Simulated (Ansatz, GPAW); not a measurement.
## Screening of a field by Ta2N(OH)2 MXene monolayer

Wanted: the out-of-plane polarisability of Ta2N(OH)2 MXene monolayer.

Program: GPAW 26.7.0 and Ansatz 0.2.0. Level of theory: Ansatz plane waves; layer without images along its normal, relaxation of atoms and in-plane cell, in the first sound run; inputs show where later runs differ. Results are calculated unless marked as measured.

### Step 1. The structure

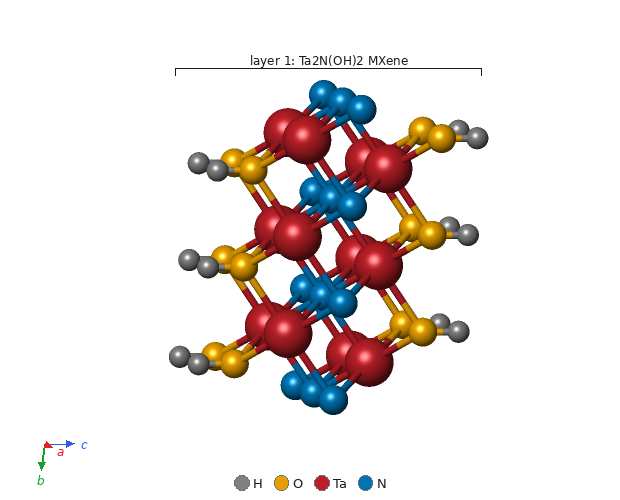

The starting structure, seen from the side, with the c axis across the page (hydrogen grey, oxygen orange, tantalum red, nitrogen blue). 2×3×1 cells are drawn. Some periodic images of atoms are drawn too.

The cell holds 7 atoms: 2 H, 2 O, 2 Ta and 1 N. Its edges and angles: a = 3.155 Å, b = 3.155 Å, c = 22.882 Å, α = 90.0°, β = 90.0°, γ = 120.0°. Vacuum lies along c.

### Step 2. Relaxation

The atoms are relaxed first, since the surface dipole, and with it the work function, follows the positions of the outer layers.

The input, input.yaml:

```yaml
crystal:
  lattice:
    - [3.15458, 0.0, 0.0]
    - [-1.57729, 2.7319464183, 0.0]
    - [0.0, 0.0, 22.881688773]
  atoms:
    - { symbol: H, position: [0.3333333333, 0.6666666667, 0.3496245439] }
    - { symbol: O, position: [0.3333333333, 0.6666666667, 0.3924535505] }
    - { symbol: Ta, position: [0.6666666667, 0.3333333333, 0.4456022134], spin: 1.0 }
    - { symbol: "N", position: [0.0, 0.0, 0.5] }
    - { symbol: Ta, position: [0.3333333333, 0.6666666667, 0.5543977866], spin: 1.0 }
    - { symbol: O, position: [0.6666666667, 0.3333333333, 0.6075464495] }
    - { symbol: H, position: [0.6666666667, 0.3333333333, 0.6503754561] }
  periodic: [true, true, false]
magnetization:
  spin_polarized: true
kpoints:
  mp_grid: { grid: [12, 12, 1] }
hamiltonian:
  xc: pbe
scf:
  occupations: { method: fermi_dirac, width: 0.05 }
relax:
  f_tol: 0.01
  max_steps: 90
  cell: {}
```

Launch:

```sh
> ansatz run input.yaml --threads 4 --pin off --max-ram 8192MiB --backend cpu --events-out ev --progress --plain --runs-dir out
```

Numbers of over 12 decimals in the logs are rounded to 6 here.

What it wrote:

```text
Warning: crystal.periodic: the lattice vector that does not repeat stood 0.000° off the slab's normal, 22.882 Å along it as the deck builds it. The run solves the slab on a vector along the normal, 37.563 Å long, with every atom where it was (on the deck's vector they left 16.00 Å outside them, and the widest stretch free of ions among them is 1.24 Å). A fractional position that the run reports is one of the run's ce [...]
crystal.periodic: the lattice vector that does not repeat stood 0.000° off the slab's normal, 22.882 Å along it as the deck builds it. The run solves the slab on a vector along the normal, 37.563 Å long, with every atom where it was (on the deck's vector they left 16.00 Å outside them, and the widest stretch free of ions among them is 1.24 Å). A fractional position that the run reports is one of the run's cell, which [...]
Engine: ansatz 0.2.0, aarch64-unknown-linux-gnu
Pseudopotentials: kind: paw
Pseudopotential: H, paw, valence charge 1, recommended cutoff 420 eV (normal), H.paw.azcp
Pseudopotential: O, paw, valence charge 6, recommended cutoff 420 eV (normal), O.paw.azcp
Pseudopotential: Ta, paw, valence charge 13, recommended cutoff 420 eV (normal), Ta.paw.azcp
Pseudopotential: N, paw, valence charge 5, recommended cutoff 420 eV (normal), N.paw.azcp
Functional definition: PBE
  parameter kappa = 0.804
  parameter beta = 0.066725
  exchange = pbe_x(kappa = kappa, mu = beta*pi^2/3)
  correlation = pbe_c(beta = beta)
Crystal: 7 atoms, lattice volume = 323.727 Å³
Basis set: ecut = 420 eV, 6269 PW (Γ), exchange–correlation on 48×48×512 points (8 copies of the dense FFT grid, shifted against one another)
Bands: 31, of which v1, the nominal top of the filled ones, is band 23 counted from 1 (22 counted from 0)
Symmetry: 12 space group operations
Space group: P-3m1 (ITA 164), of the structure as read, at distance tolerance 6.9e-5 Å
Magnetic group: BNS 164.85 (UNI 1315), of the structure as read, at distance tolerance 6.9e-5 Å
k-points: 19 of 144
Non-local potential: H, projectors of the file, l = 0: 2, l = 1: 1
Non-local potential: O, projectors of the file, l = 0: 2, l = 1: 2, l = 2: 1
Non-local potential: Ta, projectors of the file, l = 0: 3, l = 1: 2, l = 2: 2, l = 3: 1
Non-local potential: N, projectors of the file, l = 0: 2, l = 1: 2, l = 2: 1
PAW form: soft (Blöchl's): semilocal exchange-correlation on the pseudo side does not see the compensation charge
PAW one-centre angular grid: H, 110 points (default); XC on 64 Gauss nodes
PAW one-centre angular grid: O, 110 points (default); XC on 64 Gauss nodes
PAW one-centre angular grid: Ta, 590 points (default); XC on 64 Gauss nodes
PAW one-centre angular grid: N, 110 points (default); XC on 64 Gauss nodes
Initial density: superposition of atomic densities (neutral atoms: chi_scale 0, normalization atom)
Starting moments: Σ|m| = 2 μB on 2 of 7 sites
Initial wavefunctions: pseudopotential atomic-orbital guess
Functional: x = pbe(κ = 0.804, μ = 0.219515), c = pbe(β = 0.066725)
SCF iter   1: F=—  HF=-21421.285794 eV  |F-HF|=—  |Δ(HF+E_count)|=         —  Δρ=3.52e-2 (↑3.52e-2 ↓3.30e-2)  dr2=2.25e1  dr2_m=9.12e-2  M=1.041 μB ∫|m|=1.064 μB  β_m=0.30  ethr=3.10e-3  ⟨swp⟩=14.9  Hψ=9012  notcnv=0
Mixer restart at iter 1: flushing history
preconditioner: auto → LDOS  [metal: Δε(μ)=0.042 eV  Ē_g=11.490 eV  σ=0.050 eV  W_gap=0.20  n_scr=22 (ndim 8)  ℏωp=10.3 eV  f_vac=0.751  D(μ)=2.70/eV (n_scr^D=14)]
spin=Collinear: LDOS preconditioning applied to the charge; magnetization (m = ρ↑ − ρ↓) channel mixes plain (no charge-response kernel on spin).
SCF iter   2: F=—  HF=-21418.104065 eV  |F-HF|=—  |Δ(HF+E_count)|=    3.18e0  Δρ=2.28e-2 (↑2.28e-2 ↓2.11e-2)  dr2=1.03e1  dr2_m=5.23e-2  M=0.967 μB ∫|m|=0.996 μB  β_m=0.51  ethr=3.10e-3  ⟨swp⟩=3.9  Hψ=2814  notcnv=0  defer=41
SCF iter   3: F=—  HF=-21416.410750 eV  |F-HF|=—  |Δ(HF+E_count)|=    1.69e0  Δρ=9.00e-3 (↑9.00e-3 ↓6.87e-3)  dr2=3.16e0  dr2_m=1.87e-2  M=0.588 μB ∫|m|=0.629 μB  β_m=0.58  ethr=3.10e-3  ⟨swp⟩=6.9  Hψ=3780  notcnv=0  defer=47
SCF iter   4: F=—  HF=-21416.211009 eV  |F-HF|=—  |Δ(HF+E_count)|=   2.00e-1  Δρ=4.23e-3 (↑4.23e-3 ↓2.76e-3)  dr2=6.67e-1  dr2_m=8.09e-3  M=0.560 μB ∫|m|=0.588 μB  β_m=0.75  ethr=3.10e-3  ⟨swp⟩=3.7  Hψ=2261  notcnv=0  defer=49
SCF iter   5: F=—  HF=-21416.208248 eV  |F-HF|=—  |Δ(HF+E_count)|=   2.76e-3  Δρ=1.42e-3 (↑1.42e-3 ↓8.59e-4)  dr2=5.88e-2  dr2_m=2.80e-3  M=0.417 μB ∫|m|=0.438 μB  β_m=0.88  ethr=1.48e-3  ⟨swp⟩=4.8  Hψ=2704  notcnv=0  defer=42
SCF iter   6: F=—  HF=-21416.228677 eV  |F-HF|=—  |Δ(HF+E_count)|=         —  Δρ=1.23e-3 (↑1.23e-3 ↓1.19e-3)  dr2=6.67e-3  dr2_m=4.09e-3  M=0.161 μB ∫|m|=0.178 μB  β_m=0.88  ethr=1.31e-4  ⟨swp⟩=4.3  Hψ=2522  notcnv=0  defer=43
SCF iter   7: F=—  HF=-21416.230015 eV  |F-HF|=—  |Δ(HF+E_count)|=   1.34e-3  Δρ=5.03e-4 (↑4.98e-4 ↓5.03e-4)  dr2=1.94e-3  dr2_m=7.04e-4  M=0.079 μB ∫|m|=0.088 μB  β_m=0.94  ethr=1.48e-5  ⟨swp⟩=3.0  Hψ=2399  notcnv=0  defer=43
SCF iter   8: F=—  HF=-21416.230825 eV  |F-HF|=—  |Δ(HF+E_count)|=   8.10e-4  Δρ=1.37e-4 (↑1.37e-4 ↓1.26e-4)  dr2=1.08e-4  dr2_m=3.92e-5  M=0.017 μB ∫|m|=0.019 μB  β_m=0.97  ethr=4.31e-6  ⟨swp⟩=3.2  Hψ=2526  notcnv=0  defer=43
SCF iter   9: F=—  HF=-21416.230880 eV  |F-HF|=—  |Δ(HF+E_count)|=   5.58e-5  Δρ=3.93e-5 (↑3.34e-5 ↓3.93e-5)  dr2=7.67e-6  dr2_m=2.19e-6  M=0.001 μB ∫|m|=0.003 μB  β_m=0.97  ethr=2.39e-7  ⟨swp⟩=3.6  Hψ=2722  notcnv=0  defer=43
SCF iter  10: F=—  HF=-21416.230855 eV  |F-HF|=—  |Δ(HF+E_count)|=   2.56e-5  Δρ=1.30e-5 (↑1.30e-5 ↓1.21e-5)  dr2=6.52e-6  dr2_m=2.41e-7  M=-0.000 μB ∫|m|=0.001 μB  β_m=0.93  ethr=1.70e-8  ⟨swp⟩=4.0  Hψ=2920  notcnv=0  defer=43
SCF iter  11: F=—  HF=-21416.230855 eV  |F-HF|=—  |Δ(HF+E_count)|=   2.48e-7  Δρ=7.05e-6 (↑7.05e-6 ↓6.24e-6)  dr2=4.91e-7  dr2_m=1.87e-8  M=0.000 μB ∫|m|=0.000 μB  β_m=0.79  ethr=1.45e-8  ⟨swp⟩=3.2  Hψ=2219  notcnv=0  defer=43
SCF iter  12: F=—  HF=-21416.230855 eV  |F-HF|=—  |Δ(HF+E_count)|=  9.86e-10  Δρ=1.95e-6 (↑1.60e-6 ↓1.95e-6)  dr2=2.71e-8  dr2_m=5.80e-9  M=0.000 μB ∫|m|=0.000 μB  β_m=0.89  ethr=1.09e-9  ⟨swp⟩=4.1  Hψ=2881  notcnv=0  defer=43
SCF iter  13: F=—  HF=-21416.230855 eV  |F-HF|=—  |Δ(HF+E_count)|=   8.38e-8  Δρ=9.03e-7 (↑9.03e-7 ↓5.65e-7)  dr2=3.89e-9  dr2_m=1.02e-9  M=0.000 μB ∫|m|=0.000 μB  β_m=0.94  ethr=6.03e-11  ⟨swp⟩=3.2  Hψ=2408  notcnv=0  defer=43
SCF iter  14: F=—  HF=-21416.230855 eV  |F-HF|=—  |Δ(HF+E_count)|=   4.17e-9  Δρ=2.68e-7 (↑2.39e-7 ↓2.68e-7)  dr2=8.69e-10  dr2_m=1.08e-10  M=0.000 μB ∫|m|=0.000 μB  β_m=0.97  ethr=8.65e-12  ⟨swp⟩=4.0  Hψ=2841  notcnv=0  defer=43
[...]
SCF iter   2: F=—  HF=-21416.986541 eV  |F-HF|=—  |Δ(HF+E_count)|=   2.22e-3  Δρ=1.69e-5 (↑1.69e-5 ↓1.69e-5)  dr2=7.20e-7  dr2_m=1.04e-11  M=0.000 μB ∫|m|=0.000 μB  β_m=0.49  ethr=3.59e-8  ⟨swp⟩=3.6  Hψ=2145  notcnv=0
SCF iter   3: F=—  HF=-21416.987077 eV  |F-HF|=—  |Δ(HF+E_count)|=   5.36e-4  Δρ=8.73e-6 (↑8.73e-6 ↓8.73e-6)  dr2=7.69e-7  dr2_m=5.26e-12  M=0.000 μB ∫|m|=0.000 μB  β_m=0.49  ethr=1.60e-9  ⟨swp⟩=4.3  Hψ=2592  notcnv=0
SCF iter   4: F=—  HF=-21416.987259 eV  |F-HF|=—  |Δ(HF+E_count)|=   1.82e-4  Δρ=5.58e-6 (↑5.57e-6 ↓5.58e-6)  dr2=4.77e-7  dr2_m=2.74e-12  M=0.000 μB ∫|m|=0.000 μB  β_m=0.74  ethr=1.60e-9  ⟨swp⟩=2.9  Hψ=1554  notcnv=0
SCF iter   5: F=—  HF=-21416.987416 eV  |F-HF|=—  |Δ(HF+E_count)|=   1.56e-4  Δρ=1.45e-6 (↑1.45e-6 ↓1.45e-6)  dr2=7.36e-8  dr2_m=6.70e-13  M=0.000 μB ∫|m|=0.000 μB  β_m=0.87  ethr=1.06e-9  ⟨swp⟩=3.9  Hψ=2096  notcnv=0
SCF iter   6: F=—  HF=-21416.987427 eV  |F-HF|=—  |Δ(HF+E_count)|=   1.14e-5  Δρ=7.47e-7 (↑7.43e-7 ↓7.47e-7)  dr2=3.13e-8  dr2_m=2.61e-13  M=0.000 μB ∫|m|=0.000 μB  β_m=0.80  ethr=1.64e-10  ⟨swp⟩=3.1  Hψ=1999  notcnv=0
SCF iter   7: F=—  HF=-21416.987428 eV  |F-HF|=—  |Δ(HF+E_count)|=   6.68e-7  Δρ=2.99e-7 (↑2.94e-7 ↓2.99e-7)  dr2=6.77e-9  dr2_m=1.20e-13  M=0.000 μB ∫|m|=0.000 μB  β_m=0.90  ethr=6.96e-11  ⟨swp⟩=2.7  Hψ=1816  notcnv=0
SCF iter   8: F=—  HF=-21416.987428 eV  |F-HF|=—  |Δ(HF+E_count)|=   1.07e-7  Δρ=9.18e-8 (↑9.02e-8 ↓9.18e-8)  dr2=5.87e-10  dr2_m=4.24e-14  M=0.000 μB ∫|m|=0.000 μB  β_m=0.89  ethr=1.50e-11  ⟨swp⟩=3.0  Hψ=1945  notcnv=0
SCF iter   9: F=—  HF=-21416.987461 eV  |F-HF|=—  |Δ(HF+E_count)|=   3.30e-5  Δρ=2.13e-7 (↑2.13e-7 ↓2.13e-7)  dr2=1.58e-8  dr2_m=2.10e-14  M=0.000 μB ∫|m|=0.000 μB  β_m=0.89  ethr=1.30e-12  ⟨swp⟩=5.7  Hψ=3159  notcnv=0
SCF iter  10: F=—  HF=-21416.987461 eV  |F-HF|=—  |Δ(HF+E_count)|=   5.73e-9  Δρ=1.85e-7 (↑1.85e-7 ↓1.84e-7)  dr2=1.17e-8  dr2_m=1.53e-14  M=0.000 μB ∫|m|=0.000 μB  β_m=0.94  ethr=1.30e-12  ⟨swp⟩=2.1  Hψ=1306  notcnv=0
SCF iter  11: F=—  HF=-21416.987461 eV  |F-HF|=—  |Δ(HF+E_count)|=   6.34e-9  Δρ=1.50e-7 (↑1.50e-7 ↓1.50e-7)  dr2=8.64e-9  dr2_m=9.72e-15  M=0.000 μB ∫|m|=0.000 μB  β_m=0.78  ethr=1.30e-12  ⟨swp⟩=2.3  Hψ=1374  notcnv=0
SCF iter  12: F=—  HF=-21416.987461 eV  |F-HF|=—  |Δ(HF+E_count)|=   4.58e-9  Δρ=1.40e-7 (↑1.39e-7 ↓1.40e-7)  dr2=7.46e-9  dr2_m=8.37e-15  M=0.000 μB ∫|m|=0.000 μB  β_m=0.89  ethr=1.30e-12  ⟨swp⟩=1.7  Hψ=1285  notcnv=0
SCF iter  13: F=—  HF=-21416.987461 eV  |F-HF|=—  |Δ(HF+E_count)|=   5.90e-9  Δρ=1.45e-7 (↑1.44e-7 ↓1.45e-7)  dr2=7.83e-9  dr2_m=8.57e-15  M=0.000 μB ∫|m|=0.000 μB  β_m=0.68  ethr=1.30e-12  ⟨swp⟩=1.6  Hψ=1334  notcnv=0
SCF iter  14: F=—  HF=-21416.987461 eV  |F-HF|=—  |Δ(HF+E_count)|=   1.16e-9  Δρ=1.42e-7 (↑1.41e-7 ↓1.42e-7)  dr2=7.74e-9  dr2_m=1.89e-14  M=0.000 μB ∫|m|=0.000 μB  β_m=0.51  ethr=1.30e-12  ⟨swp⟩=1.4  Hψ=1284  notcnv=0
SCF iter  15: F=—  HF=-21416.987461 eV  |F-HF|=—  |Δ(HF+E_count)|=   7.90e-9  Δρ=1.02e-7 (↑1.01e-7 ↓1.02e-7)  dr2=4.15e-9  dr2_m=9.20e-15  M=0.000 μB ∫|m|=0.000 μB  β_m=0.53  ethr=1.30e-12  ⟨swp⟩=2.4  Hψ=1414  notcnv=0
SCF iter  16: F=—  HF=-21416.987461 eV  |F-HF|=—  |Δ(HF+E_count)|=  3.64e-12  Δρ=4.92e-8 (↑4.87e-8 ↓4.92e-8)  dr2=8.20e-10  dr2_m=1.56e-14  M=0.000 μB ∫|m|=0.000 μB  β_m=0.47  ethr=1.30e-12  ⟨swp⟩=2.5  Hψ=1650  notcnv=0
SCF iter  17: F=—  HF=-21416.987461 eV  |F-HF|=—  |Δ(HF+E_count)|=   9.31e-9  Δρ=1.25e-8 (↑1.25e-8 ↓1.24e-8)  dr2=1.56e-12  dr2_m=1.07e-14  M=-0.000 μB ∫|m|=0.000 μB  β_m=0.67  ethr=1.30e-12  ⟨swp⟩=2.4  Hψ=1368  notcnv=0
SCF iter  18: F=-21416.987461 eV  HF=-21416.987461 eV  |F-HF|=6.26e-10  |Δ(HF+E_count)|=   9.95e-9  Δρ=5.93e-9 (↑5.93e-9 ↓5.71e-9)  dr2=1.73e-12  dr2_m=1.37e-15  M=-0.000 μB ∫|m|=0.000 μB  ethr=1.00e-12  ⟨swp⟩=8.0  Hψ=6506  notcnv=0
the starting moments were not kept: the SCF closed with an absolute magnetisation of 2.7e-7 μB, where they sum to 2 μB in size (2 sites). That is at most 0.1 of that sum. Measured as dr2_m measures the in/out step, that magnetisation stands 2.5e-15 eV from none, at or under the dr2_threshold of 2.5e-11 eV: it is no larger than a step whose dr2_m would equal this threshold.
SCF 15 converged in 18 iterations: F = -21416.987461 eV  dr2 = 1.73e-12
relax step  15: F+E_penalty+E_count = -21416.98746111 eV  Δ(F+E_penalty+E_count) = -4.771e-3 eV  max|allowed force component| = 4.521e-3 eV/Å  Δτ_max = 0.0000 Å  P = +0.039 N/m  Ω = 353.170 Å³  fix = [c, alpha, beta]  reactions: c +0.000 N/m  stress off target by 3.88e-2 N/m on what of the cell is left free  SCF on the basis re-selected at this cell (its energy is not comparable with the rows above)  (18 SCF iters)
basis re-selected at this cell: Δ(F+E_penalty+E_count) = -4.771e-3 eV, ΔP = +0.032 N/m vs the last step (what re-selecting the basis moved, of the pressure what is left beyond the Pulay correction that the steps carried, after the strain that the cell walked since its last selection, with what the two solves' SCF thresholds leave and, on support functions, any second-order correction that the steps lacked; it is no m [...]
SCF converged after 18 iterations
Magnetization: -0.0000 μB (22.5000 up, 22.5000 down)
Absolute magnetization: 0.0000 μB (∫|ρ↑−ρ↓|, with the PAW one-centre terms)
Spin contamination: 0.0000 ħ² per cell (⟨S²⟩ above its minimum at these occupations)
Per-site moments (μB) at R_I (Å): [(-2.0560608061828246e-9, 0.404229), (-3.6234830666884687e-9, 0.404229), (-1.2165783769852336e-8, 0.889863), (4.580308250778658e-10, 0.889863), (-1.2165783726279988e-8, 0.889863), (-3.623483042493084e-9, 0.404229), (-2.0560608086198286e-9, 0.404229)]
Free energy (F): -21416.987461 eV
Harris-Foulkes:  -21416.987461 eV  (|F-HF|=6.26e-10)
Internal energy: -21416.966077 eV  (E = F + TS)
E sigma→0 (E₀):  -21416.976769 eV
Entropy (-TS):   -0.021384 eV (-3.055 meV/atom)
Fermi energy:    -2.519723 eV
--- Per-component energies (eV) ---
  E_band       = -1095.938406
  E_kinetic    = 1247.228047
  E_local      = -148455.024020  (includes V_loc(G=0)·N_el)
  E_nonlocal   = 175.003804
  E_hartree    = 73476.308815
  E_xc         = -662.314070
  E_vxc        = -695.775647  (∫ρ·V_xc dr)
  E_paw        = -17239.470034  (= ΣΔE_a)
  E_vpaw       = -319.991612  (= ΣTr[D̂ρ^β])
  E_aug_tail   = 0.002961  (compensation charges beyond the density's cutoff)
  E_ewald      = 70041.298420
  E_smearing   = -0.021384  (= −TS)
  E_closure    = 0.000000  (closes the sum)
  Σ components = -21416.987461   (vs F -21416.987461, Δ=0.00e0)
--- Forces (eV/Å), atoms counted from 1 ---
  atom   1  H     -0.00000000     0.00000000     0.00452136
  atom   2  O      0.00000000     0.00000000    -0.00026921
  atom   3  Ta     0.00000000    -0.00000000     0.00318924
  atom   4  N      0.00000000    -0.00000000     0.00000000
  atom   5  Ta     0.00000000     0.00000000    -0.00318924
  atom   6  O      0.00000000    -0.00000000     0.00026921
  atom   7  H     -0.00000000    -0.00000000    -0.00452136
  max |Σ_I F_I| component: 1.36e-17 eV/Å
--- 2D stress c σ (N/m, compression-positive) ---
        0.038806       0.000000      -0.000000
       -0.000000       0.038806       0.000000
       -0.000000       0.000000       0.000000
  P = ½ c Tr σ = 0.0388 N/m
--- Relaxed structure (13 steps of the walk, 12 accepted, 2 SCFs on fresh bases) ---
  F+E_penalty+E_count = -21416.98746111 eV   max|allowed force component| = 4.521e-3 eV/Å   (the final SCF, on the basis selected at the relaxed cell)
  cell:  # Å, volume = 353.1700 Å³
    - [3.294915, 0.0, 0]
    - [-1.647458, 2.853480, 0]
    - [0, 0, 37.563378]
  atoms:
    - { symbol: H, position: [0.333333, 0.666667, 0.217244] }
    - { symbol: O, position: [0.333333, 0.666667, 0.243331] }
    - { symbol: Ta, position: [0.666667, 0.333333, 0.277493] }
    - { symbol: N, position: [0, 0, 0.304574] }
    - { symbol: Ta, position: [0.333333, 0.666667, 0.331656] }
    - { symbol: O, position: [0.666667, 0.333333, 0.365817] }
    - { symbol: H, position: [0.666667, 0.333333, 0.391905] }
```

Run time: 2 min. Hardware: 4 threads of Arm Neoverse V1, shared host; peak memory 0.91 GiB; 7.8 min of CPU time.

The steps of the relaxation:

```tsv
step	energy less that of the first step (eV)	largest force component (eV/Å)	volume (Å³)
1	0.0000	2.8820	323.73
2	-0.4588	0.9420	317.19
3	-0.1841	4.0891	334.90
4	-0.6501	0.2585	332.39
5	-0.7087	0.6089	345.78
6	-0.7201	0.2406	347.93
7	-0.7214	0.2593	348.02
8	-0.7232	0.0126	347.72
9	-0.7234	0.0038	347.49
10*	-0.7543	0.0065	347.49
11	-0.7537	0.0173	350.05
12	-0.7528	0.0231	351.84
13	-0.7502	0.0236	354.81
14	-0.7518	0.0039	353.17
15*	-0.7566	0.0045	353.17
```

Relaxation steps marked * repeat the geometry before them on a plane-wave basis chosen anew for their cell, so energy and pressure can jump there. Relaxation step 3 was tried and not accepted.

Forces are held to the 12 operations that the run works with; a distortion that breaks them can't arise in this run.

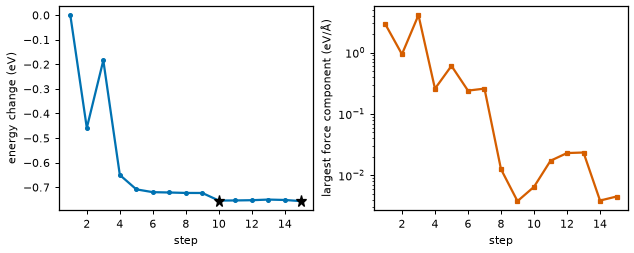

Energy and largest force along the relaxation. Stars mark steps on a basis chosen anew.

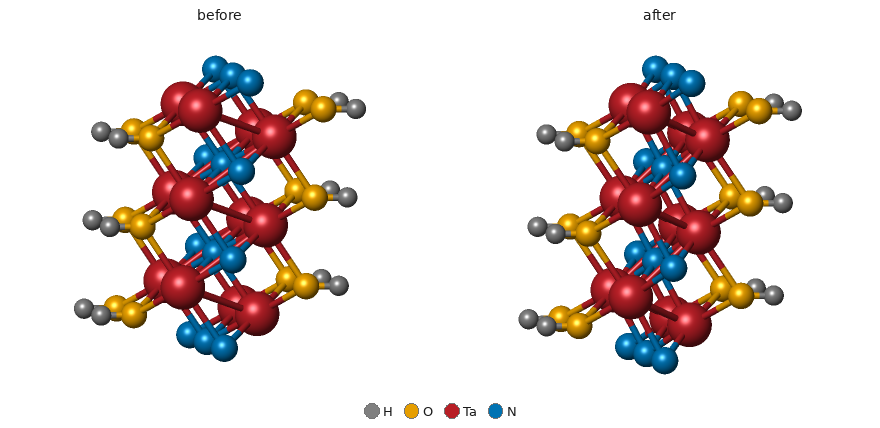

Before and after, at one scale.

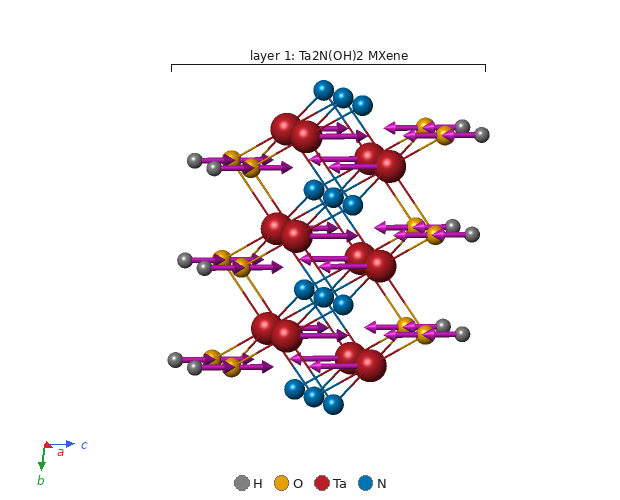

Displacements in the relaxation, exaggerated, measured against the changing cell; the longest in the cell stands for 0.23 Å. 2×3×1 cells are drawn. Some periodic images of atoms are drawn too.

```tsv
cell as run	before	after	change
a (Å)	3.155	3.295	+4.4 %
b (Å)	3.155	3.295	+4.4 %
```

The atoms that moved most (Å, along periodic axes as changes of fractional coordinates times the final cell, across vacuum about the mean position):

```tsv
atom	dx	dy	dz	length
Ta5	0.000	0.000	-0.227	0.227
Ta3	0.000	0.000	0.227	0.227
H7	0.000	0.000	-0.160	0.160
H1	0.000	0.000	0.160	0.160
O2	0.000	0.000	0.160	0.160
O6	0.000	0.000	-0.160	0.160
```

This step gave:

* free energy: -21416.9875 eV
* smearing term TS: 0.02138 eV
* symmetry operations: 12

The relaxation lowered the energy of the cell by 0.757 eV.

(Part 1 of 3 ends here.)

[Logs are printed without paths, hosts, clocks, repeated set-up lines and the standing remarks that a program may print on its own settings, such as how far it seeks lower states.]

[Hosts, paths, dates, database ids (printed as entryN), source tags and the programs' standing remarks are cut or masked in the printed files.]
